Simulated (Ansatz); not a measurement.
# Ho (Ho, hcp): the cost of one run

Method: DFT, LDA (PW92), plane waves (420 eV) with PAW, scalar-relativistic, in Ansatz 0.2.0.

### 1 The structure to begin with

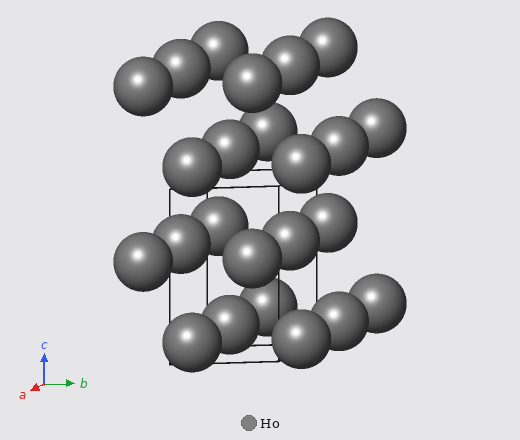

The starting structure, seen slightly off an axis (holmium grey). 3×2×2 cells are drawn.

Coordinates:

```xyz
2
Lattice="3.4353 0.0000 0.0000 -1.7177 2.9751 0.0000 0.0000 0.0000 5.5153" Properties=species:S:1:pos:R:3 pbc="T T T"
Ho    0.0000    1.9834    1.3788
Ho    1.7177    0.9917    4.1365
```

### 2 Volume x 1.0

Input file input.yaml:

```yaml
crystal:
  lattice:
    - [3.4353392749, 0.0, 0.0]
    - [-1.7176696375, 2.9750910827, 0.0]
    - [0.0, 0.0, 5.5153493939]
  atoms:
    - { symbol: Ho, position: [0.3333333333, 0.6666666667, 0.25], spin: 3.492 }
    - { symbol: Ho, position: [0.6666666667, 0.3333333333, 0.75], spin: 3.492 }
hamiltonian:
  xc: lda
  pseudopotentials:
    kind: paw
    azcp:
      Ho: "pseudopotentials/Ho.paw.azcp"
basis:
  ecutwfc: 420
  fft_grid_basis: typed
kpoints:
  mp_grid: { grid: [14, 14, 8], shift: [0, 0, 0] }
magnetization:
  spin_polarized: true
scf:
  occupations: { method: fermi_dirac, width: 0.05 }
output:
  stress: true
```

What time and memory should one allow on 4 threads of an x86-64 CPU, shared host?

About 2 min, with a peak of 0.82 GiB.
